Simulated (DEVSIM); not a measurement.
System: abrupt GaAs p-n junction, at 300 K.

```tsv
layer (left to right)	material	thickness (μm)	Nd (cm⁻³)	Na (cm⁻³)	τn (s)	τp (s)
1	GaAs	2.50	-	9.4e17	4e-8	4e-8
2	GaAs	17.0	3.3e14	-	4e-8	4e-8
```

Left contact: ohmic. Right contact: ohmic. Voltage is applied to the left contact. Recombination: SRH at mid-gap. Mobility is constant in doping.

This is a model device: material constants are rounded textbook-type values typed into the input, and sizes, dopings and lifetimes were drawn at random. Values at 300 K.

| parameter | GaAs |
|---|---|
| gap (eV) | 1.424 |
| affinity (eV) | 4.07 |
| permittivity | 12.9 |
| Nc (cm⁻³) | 4.7e17 |
| Nv (cm⁻³) | 9e18 |
| μn (cm²/Vs) | 8500 |
| μp (cm²/Vs) | 400 |

DEVSIM, 1D drift-diffusion, Boltzmann statistics, complete ionisation; no tunnelling, impact ionisation, image-force lowering or self-heating.

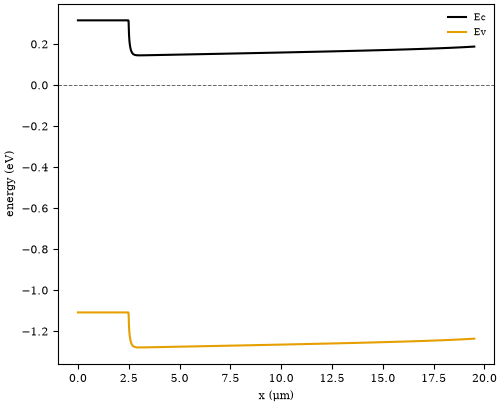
*Band edges at 1.05 V on the left contact*

Energies count from the Fermi level of the right contact; mesh points crowd at the junctions.

```
x (μm)   Ec (eV)  Ev (eV)  n (cm⁻³)  p (cm⁻³)  field (V/cm)
-------  -------  -------  --------  --------  ------------
0.000      0.316   -1.108     < 1e2    9.4e17           ≈ 0
0.03226    0.316   -1.108    2.7e10    9.4e17           ≈ 0
0.1070     0.316   -1.108    8.8e10    9.4e17           ≈ 0
0.2928     0.316   -1.108    2.4e11    9.4e17           ≈ 0
0.9484     0.316   -1.108    7.8e11    9.4e17           ≈ 0
1.797      0.316   -1.108    1.5e12    9.4e17           ≈ 0
2.210      0.316   -1.108    1.8e12    9.4e17           ≈ 0
2.426      0.316   -1.108    2.0e12    9.4e17           ≈ 0
2.482      0.315   -1.109    2.1e12    9.2e17         -1300
2.508      0.259   -1.165    1.8e13    1.1e17        -28000
2.551      0.199   -1.225    1.9e14    1.0e16         -7800
2.721      0.151   -1.273    1.2e15    1.6e15          -780
3.052      0.145   -1.279    1.5e15    1.2e15           ≈ 0
3.830      0.146   -1.278    1.4e15    1.1e15            19
6.708      0.152   -1.272    1.2e15    8.3e14            20
12.28      0.164   -1.260    7.6e14    4.3e14            23
16.44      0.175   -1.249    5.2e14    1.9e14            32
18.21      0.181   -1.243    4.1e14    8.5e13            43
19.11      0.185   -1.238    3.6e14    2.8e13            54
19.35      0.187   -1.237    3.4e14    1.1e13            57
19.45      0.187   -1.237    3.3e14    3.6e12            58
19.50      0.188   -1.236    3.3e14     < 1e2            58
```
